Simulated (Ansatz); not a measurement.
The calculation's input:

```
crystal:
  periodic: [false, false, false]
  atoms:
    - { symbol: B, position_ang: [-0.6354, 0.6856, -1.0937] }
    - { symbol: "N", position_ang: [-0.489, 0.6696, 0.402] }
    - { symbol: Si, position_ang: [0.4134, -0.8119, 0.753] }
    - { symbol: H, position_ang: [-1.52175, 0.55447, 0.44399] }
    - { symbol: H, position_ang: [-0.2161, 1.6092, -1.7522] }
    - { symbol: H, position_ang: [0.121, 1.4967, 0.6661] }
    - { symbol: H, position_ang: [1.7597, -0.7825, 0.0579] }
    - { symbol: H, position_ang: [-0.2847, -1.98, 0.3462] }
    - { symbol: H, position_ang: [0.7036, -0.8688, 2.2555] }
basis:
  gaussian: { orbitals: cc-pVDZ }
hamiltonian:
  xc: b3lyp
relax:
  f_tol: 0.02
  max_steps: 50
output:
  orbitals: {}
```

Run with:

```sh
ansatz run input.yaml --threads 1 --pin off --max-ram 2048MiB --backend cpu --events-out ev --progress --plain --runs-dir out
```

The fields are those of the relaxed geometry.

These are results of RKS B3LYP/cc-pVDZ in Ansatz, not measurements.

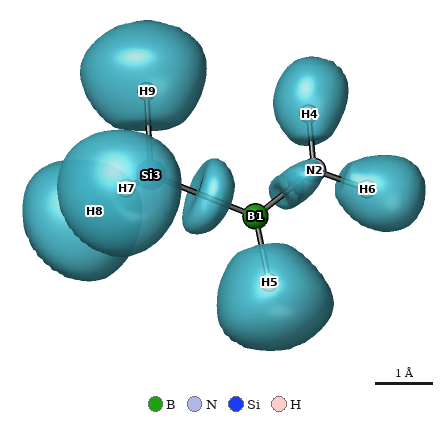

BH$_{6}$NSi. Isosurface of the ELF at 0.85 (cyan), seen at a tilt. Core shells and regions of very low density are left out.

**Identify the bonds, lone pairs and shells in this picture.**

The surface consists of one region between bonded B–N atoms (shared pairs), one region between bonded B–Si atoms (shared pairs) and six regions around hydrogen nuclei. Profiles from the grid: B–N (1.39 Å): the ELF peaks at about 0.90 between the atoms: a polar covalent bond. Si–B (2.03 Å): the ELF peaks at about 1 between the atoms, as expected for a shared electron pair.
